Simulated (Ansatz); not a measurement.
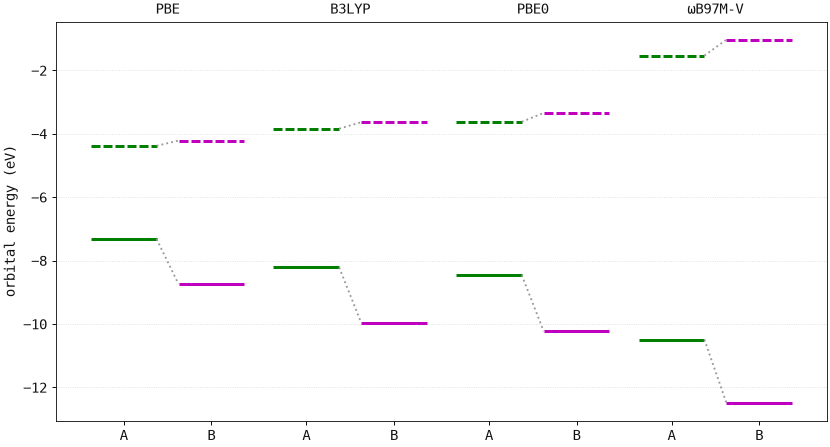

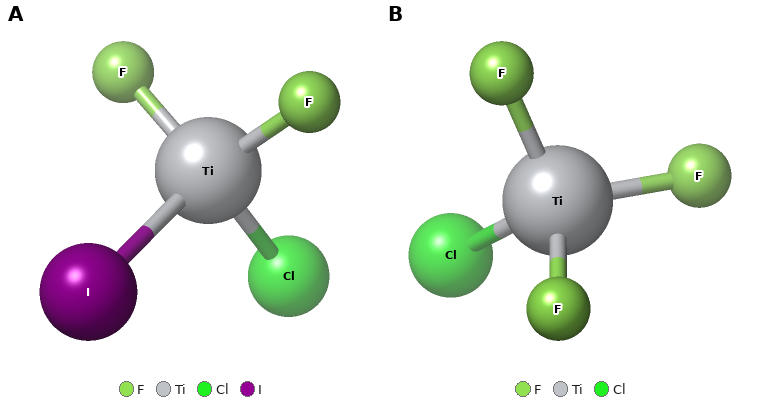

One change: A, TiIClF₂ (SMILES [F][Ti]([F])([Cl])[I]), becomes B, TiClF₃ (SMILES [F][Ti]([F])([F])[Cl]). I on Ti is replaced by F. HOMO (solid) and LUMO (dashed) computed in def2-TZVPP at PBE0-D4/def2-TZVP geometries, both minima by their frequencies, gas phase, the Ansatz code.

What does the change do to HOMO and LUMO?

Answer. PBE: the HOMO falls by 1.42 eV, the LUMO rises by 0.16 eV, and the separation goes from 2.94 to 4.53 eV. B3LYP: the HOMO falls by 1.74 eV, the LUMO rises by 0.20 eV, and the separation goes from 4.38 to 6.32 eV. PBE0: the HOMO falls by 1.77 eV, the LUMO rises by 0.28 eV, and the separation goes from 4.84 to 6.89 eV. ωB97M-V: the HOMO falls by 1.99 eV, the LUMO rises by 0.50 eV, and the separation goes from 8.96 to 11.45 eV.

Do the functionals agree on the effect?

Answer. They agree on the direction for both levels; the HOMO shift lies between −1.99 and −1.42 eV and the LUMO shift between 0.16 and 0.50 eV, while the separations themselves differ by up to 6.9 eV between functionals.

Caveats: core potentials past krypton; spin-orbit coupling is left out, and with I it can shift these values.
